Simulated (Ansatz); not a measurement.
# One shape, several levels: NbCl5 (niobium pentachloride)

We compute a comparison of 3 runs (HF/3-21G, B3LYP/def2-TZVP, MP2/def2-SVP) of NbCl5 (niobium pentachloride). 

The calculation is run with Ansatz 0.2.0.

3 further runs of the same task are left out: 1 for a known fault of the program, 2 set aside as unsound or not needed. Runs told in other sessions of the task aren't counted.

## 1. The molecule

The species is NbCl5 (6 atoms), meant as a singlet with charge 0. SMILES: `Cl[Nb](Cl)(Cl)(Cl)Cl`. Geometry: relaxed at PBE0-D4/def2-TZVP.

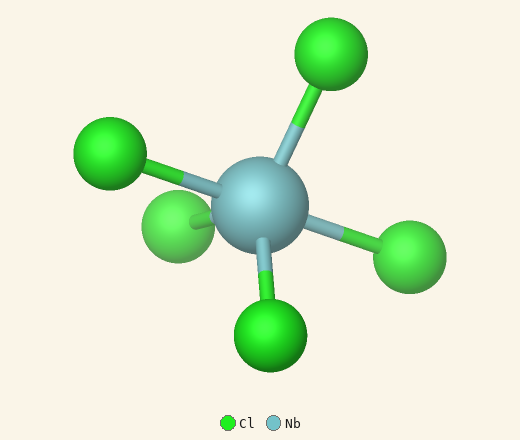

Viewed from a chosen angle; chlorine green, niobium teal.

## 2. Energy and gradient at HF/3-21G (run 1)

Input file input.yaml:

```yaml
crystal:
  periodic: [false, false, false]
  atoms:
    - {symbol: Cl, position_ang: [-2.176460, -0.168870, -0.589890]}
    - {symbol: Nb, position_ang: [0.000020, -0.000000, 0.000010]}
    - {symbol: Cl, position_ang: [1.219000, -1.867930, 0.371940]}
    - {symbol: Cl, position_ang: [0.957660, 2.036860, 0.218010]}
    - {symbol: Cl, position_ang: [0.608310, -0.047250, -2.231250]}
    - {symbol: Cl, position_ang: [-0.608520, 0.047200, 2.231200]}
basis:
  gaussian:
    orbitals: 3-21G-spherical.json
hamiltonian:
  xc: hf
accuracy: high
output: {forces: true, orbitals: {seedname: orbitals}}
```

The basis set 3-21G is read from a file made from the Basis Set Exchange's data (not shown).

On the command line:

```
$ ansatz run input.yaml --threads 1 --pin off --max-ram 3480MiB --events-out events.jsonl --progress --plain --runs-dir runs
```

Log:

```text
Warning: RAYON_NUM_THREADS=1 ignored (pool sized by the plan → 1); use --threads N
Functional definition: HF
  name "HF"
  exchange = exact_x
  correlation = 0
2301 factors; integrals over basis functions are off by at most 4.1e-9 eV
mean field evaluation 1: about -163865.5970 eV, gradient 4.7e1 eV
mean field evaluation 2: about -163865.9356 eV, gradient 4.7e1 eV
mean field evaluation 4: about -163875.3969 eV, gradient 9.8e0 eV
mean field evaluation 8: about -163875.7211 eV, gradient 3.0e-1 eV
mean field evaluation 16: about -163875.7222 eV, gradient 2.3e-8 eV
mean field evaluation 32: about -163865.8465 eV, gradient 1.8e1 eV
mean field evaluation 64: about -163865.5968 eV, gradient 4.7e1 eV
mean field -163875.72223628 eV, -6022.3217132292 hartree, gradient 3.8e-8 eV, S^2 0.000000; 0 other end points of the search recorded, 0 dependent functions left out
the calculation of the forces begins
reference -163875.72223628 eV, -6022.3217132292 hartree; 63, 63 occupied and 38, 38 virtual orbitals, 2301 factors
Total energy: -163875.72223628 eV, -6022.3217132292 hartree
Atom 0 at    -2.176460    -0.168870    -0.589890 Å, force    -1.523090    -0.118184    -0.412853 eV/Å
Atom 1 at     0.000020    -0.000000     0.000010 Å, force    -0.000373    -0.000007    -0.000149 eV/Å
Atom 2 at     1.219000    -1.867930     0.371940 Å, force     0.853165    -1.307329     0.260309 eV/Å
Atom 3 at     0.957660     2.036860     0.218010 Å, force     0.670227     1.425515     0.152634 eV/Å
Atom 4 at     0.608310    -0.047250    -2.231250 Å, force     0.317289    -0.024655    -1.163546 eV/Å
Atom 5 at    -0.608520     0.047200     2.231200 Å, force    -0.317217     0.024659     1.163605 eV/Å
Dipole moment:     0.000111     0.000016     0.000036 e Å
```

It took 12 s on 1 thread of Arm Neoverse V2, shared host; peak memory 0.64 GiB.

## 3. Energy and gradient at B3LYP/def2-TZVP (core potential) (run 2)

Input file in.yaml:

```yaml
crystal:
  periodic: [false, false, false]
  atoms:
    - {symbol: Cl, position_ang: [-2.176460, -0.168870, -0.589890]}
    - {symbol: Nb, position_ang: [0.000020, -0.000000, 0.000010]}
    - {symbol: Cl, position_ang: [1.219000, -1.867930, 0.371940]}
    - {symbol: Cl, position_ang: [0.957660, 2.036860, 0.218010]}
    - {symbol: Cl, position_ang: [0.608310, -0.047250, -2.231250]}
    - {symbol: Cl, position_ang: [-0.608520, 0.047200, 2.231200]}
basis:
  gaussian:
    orbitals: def2-TZVP
output: {forces: true, orbitals: {seedname: orbitals}}
accuracy: high
hamiltonian:
  xc: {name: B3LYP}
```

On the command line:

```
$ ansatz run in.yaml --threads 1 --pin off --max-ram 3480MiB --events-out events.jsonl --progress --plain --runs-dir runs
```

Log (excerpt; [...] marks lines left out):

```text
Warning: RAYON_NUM_THREADS=1 ignored (pool sized by the plan → 1); use --threads N
Functional definition: B3LYP
  name "B3LYP"
[...]
3707 factors; integrals over basis functions are off by at most 2.1e-8 eV
[...]
mean field -64176.07356033 eV, -2358.4272032371 hartree, gradient 4.5e-8 eV, S^2 0.000000; 0 other end points of the search recorded, 0 dependent functions left out
[...]
reference -64176.07360718 eV, -2358.4272049587 hartree; 49, 49 occupied and 176, 176 virtual orbitals, 3707 factors
Total energy: -64176.07360718 eV, -2358.4272049587 hartree
Atom 0 at    -2.176460    -0.168870    -0.589890 Å, force    -0.470308    -0.036516    -0.127505 eV/Å
Atom 1 at     0.000020    -0.000000     0.000010 Å, force    -0.000309     0.000034    -0.000126 eV/Å
Atom 2 at     1.219000    -1.867930     0.371940 Å, force     0.263507    -0.403833     0.080398 eV/Å
Atom 3 at     0.957660     2.036860     0.218010 Å, force     0.206998     0.440307     0.047173 eV/Å
Atom 4 at     0.608310    -0.047250    -2.231250 Å, force     0.120489    -0.009370    -0.441731 eV/Å
Atom 5 at    -0.608520     0.047200     2.231200 Å, force    -0.120377     0.009378     0.441792 eV/Å
Dipole moment:     0.000098     0.000016     0.000032 e Å
```

Wall time 77 s (1 thread of Arm Neoverse V2, shared host); peak memory 1.4 GiB.

## 4. Energy and forces at MP2/def2-SVP (core potential) (run 3)

Input file job.yaml:

```yaml
crystal:
  periodic: [false, false, false]
  atoms:
    - symbol: Cl
      position_ang: [-2.176460, -0.168870, -0.589890]
    - symbol: Nb
      position_ang: [0.000020, -0.000000, 0.000010]
    - symbol: Cl
      position_ang: [1.219000, -1.867930, 0.371940]
    - symbol: Cl
      position_ang: [0.957660, 2.036860, 0.218010]
    - symbol: Cl
      position_ang: [0.608310, -0.047250, -2.231250]
    - symbol: Cl
      position_ang: [-0.608520, 0.047200, 2.231200]
basis:
  gaussian: {orbitals: def2-SVP}
accuracy: high
correlation: {method: mp2, frozen_orbitals: {Cl: 5, Nb: 0}}
output: {forces: true, orbitals: {seedname: orbitals}}
```

On the command line:

```
$ ansatz run job.yaml --threads 1 --pin off --max-ram 3480MiB --events-out events.jsonl --progress --plain --runs-dir runs
```

Log (excerpt; [...] marks lines left out):

```text
Warning: RAYON_NUM_THREADS=1 ignored (pool sized by the plan → 1); use --threads N
[... 2 set-up lines as earlier in the session ...]
[...]
2479 factors; integrals over basis functions are off by at most 1.0e-8 eV
[...]
mean field -64038.75722621 eV, -2353.3809210347 hartree, gradient 2.6e-8 eV, S^2 0.000000; 0 other end points of the search recorded, 0 dependent functions left out
25 core orbitals not correlated: weight in the atoms' cores, before any rotation towards them, 1.000 or more for the frozen orbitals, at most 0.000 for the correlated occupied ones
reference -64038.75722621 eV, -2353.3809210347 hartree; 24, 24 occupied and 72, 72 virtual orbitals, 2479 factors
second order -27.55289093 eV of doubles, -0.00000000 eV of singles
[...]
Total energy: -64066.31011714 eV, -2354.3934711003 hartree
Atom 0 at    -2.176460    -0.168870    -0.589890 Å, force    -0.220864    -0.017158    -0.059899 eV/Å
Atom 1 at     0.000020    -0.000000     0.000010 Å, force    -0.000271     0.000045    -0.000118 eV/Å
Atom 2 at     1.219000    -1.867930     0.371940 Å, force     0.123790    -0.189722     0.037768 eV/Å
Atom 3 at     0.957660     2.036860     0.218010 Å, force     0.097228     0.206825     0.022187 eV/Å
Atom 4 at     0.608310    -0.047250    -2.231250 Å, force     0.024054    -0.001885    -0.088074 eV/Å
Atom 5 at    -0.608520     0.047200     2.231200 Å, force    -0.023937     0.001895     0.088136 eV/Å
Dipole moment:     0.000099     0.000016     0.000032 e Å
```

It took 28 s on 1 thread of Arm Neoverse V2, shared host; peak memory 0.58 GiB.

## 5. The series

| run | level | core potential | frozen core orbitals | energy (Eh) | dipole moment (D) | HOMO energy (eV) | LUMO energy (eV) | wall time |
| --- | --- | --- | --- | --- | --- | --- | --- | --- |
| 1 | HF/3-21G | none | – | -6022.321713 | 0.00 | -12.95 | -2.91 | 12 s |
| 2 | B3LYP/def2-TZVP (core potential) | def2-TZVP | – | -2358.427205 | 0.00 | -8.89 | -4.46 | 77 s |
| 3 | MP2/def2-SVP (core potential) | def2-SVP | 25 | -2354.393471 | 0.00 | -12.44 | -1.15 | 28 s |

## 6. What came out

| quantity | value |
| --- | --- |
| run 3: total energy | -2354.39347 Eh |
| run 3: dipole moment (correlated density) | 0.00 D |
| run 3: HOMO energy (Hartree–Fock orbitals) | -12.44 eV |
| run 3: LUMO energy (Hartree–Fock orbitals) | -1.15 eV |
| run 3: HOMO–LUMO gap (Hartree–Fock orbitals) | 11.29 eV |
| run 3: correlation energy (25 core orbitals frozen) | -1012.6 mEh |
| run 3: largest force on an atom | 0.230 eV/Å |

Some runs of one species differ in core potentials or relativity; totals across that change don't compare. In run 1 relativity is left out where basis or elements ask for it. All runs together took 2 min, the longest 77 s.
